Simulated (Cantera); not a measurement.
Input: 1 mol MgO, 0.72 mol C, 0.71 mol H₂, held at 520 Pa.

These are equilibrium values from Cantera (NASA tables, ideal gas, pure condensed phases), not measurements of a reactor. Candidate condensed phases: C, C₆H₆, C₇H₈, C₈H₁₈, H₂O, Mg, MgCO₃, MgO, Mg(OH)₂; 116 gas species. The tables' values for MgH are old estimates; treat these amounts as uncertain. The numbers say what is thermodynamically allowed, not how fast it happens.

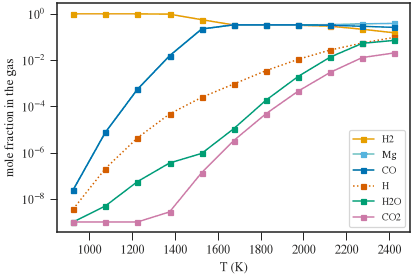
Fig. 1. Equilibrium gas composition (values under 1e-9 drawn at 1e-9)

Problem. Read off the mole fractions at 2425 K.

Solution. Mg about 0.38, CO about 0.26, H₂ about 0.15, H about 0.096, H₂O about 0.071, CO₂ about 0.020.
